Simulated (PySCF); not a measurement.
**Run report: Al$_{4}$, frequency calculation**

System: Al$_{4}$.
Method: UKS-based PBE0, Al def2-TZVP; non-relativistic Hamiltonian; density fitting (PySCF 2.14.0).

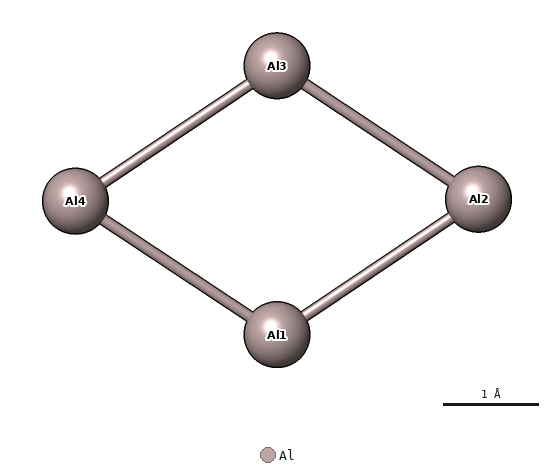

Fig. 1: The structure (ball-and-stick view, seen on its broad side; atoms are numbered from 1 in the order of the input). Sticks mark near contacts.

Results in brief:

```csv
quantity,value
outcome,converged
total energy,−969.215319 hartree
⟨S²⟩,1.055
HOMO,−5.22 eV
LUMO,−3.50 eV
zero-point energy,0.002616 hartree
dipole moment,0.00 D
"wavenumbers, lowest and highest",53 and 314 cm⁻¹
hardware,"4 threads of Intel Xeon @ 2.50GHz (Skylake/Cascade Lake), 32 GiB of memory available, shared host"
wall time,100 s (CPU time 5.6 min)
peak memory,1.9 GiB
```

Notes:

Checks after the run noted: spin contamination. ⟨S²⟩ is 1.05 against 0.00 for a pure state: the solution is spin-contaminated.

The input:
```python
from pyscf import gto, scf, dft
mol = gto.M(atom='''
Al     1.017470     0.988372    -0.000000
Al    -1.481392     1.525005     0.000000
Al    -1.017470    -0.988372     0.000000
Al     1.481392    -1.525005    -0.000000''',
    basis={'Al': 'def2-TZVP'},
    charge=0, spin=0)
mf = dft.UKS(mol, xc='PBE0')
mf.grids.atom_grid = (75, 302)
aux = {'Al': 'def2-universal-JKFIT'}
mf = mf.density_fit(auxbasis=aux)
mf.conv_tol = 1e-09
mf.diis_space = 10
mf.max_cycle = 60
mf.verbose = 4
mf.kernel()
```

The script is an equivalent of the set-up of the self-consistent field. The run itself was carried out by a driver, which started from the orbitals of the step before it where there was one and computed the further properties.

Launched with:
```bash
OMP_NUM_THREADS=4 python axn.py task.json out
```

What the program printed:
```
init E= -969.215318903894
  alpha nocc = 26  HOMO = -0.191875781863674  LUMO = -0.115048756092605
  beta  nocc = 26  HOMO = -0.19182048930489  LUMO = -0.115048756092605
  HOMO = -0.191820489305  LUMO = -0.115048756093  gap/eV = 2.08907
cycle= 1 E= -969.215318903872  delta_E= 2.25e-11  |g|= 4.95e-06  |ddm|= 1.19e-05
  alpha nocc = 26  HOMO = -0.19187546289805  LUMO = -0.115048845600313
  beta  nocc = 26  HOMO = -0.191820175268486  LUMO = -0.115048845600313
  HOMO = -0.191820175268  LUMO = -0.1150488456  gap/eV = 2.08905
Extra cycle  E= -969.215318903761  delta_E= 1.11e-10  |g|= 1.07e-05  |ddm|= 2.42e-05
converged SCF energy = -969.215318903761  <S^2> = 1.0546576  2S+1 = 2.2844321
```

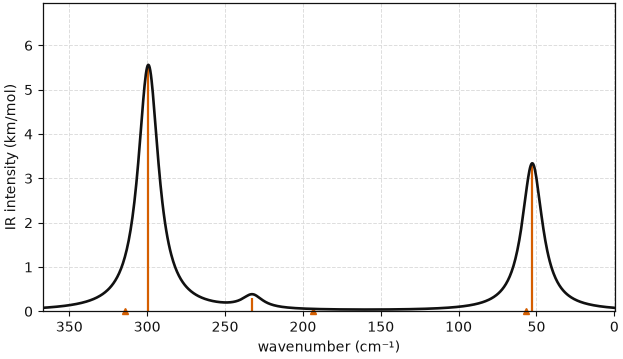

Fig. 2: Harmonic infrared spectrum, unscaled: sticks (degenerate modes added up, dark ones marked on the axis) with a Lorentzian envelope of 16 cm⁻¹ full width, scaled to the tallest stick. 6 modes from 53 to 314 cm⁻¹, none imaginary. The strongest line is at 299 cm⁻¹ (5.6 km/mol). All modes, in cm⁻¹ (km/mol): 53 (3.3), 56 (0.0), 193 (0.0), 232 (0.3), 299 (5.6), 314 (0.0).

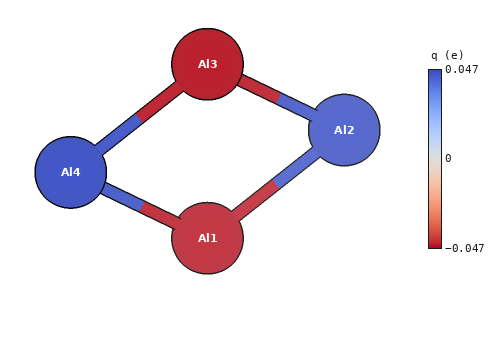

Fig. 3: Mulliken charges, as the colour of each atom (ball-and-stick view, seen at a tilt; atoms are numbered from 1 in the order of the input; Mulliken charges depend strongly on the basis). By element: Al −0.04 to +0.04 e.
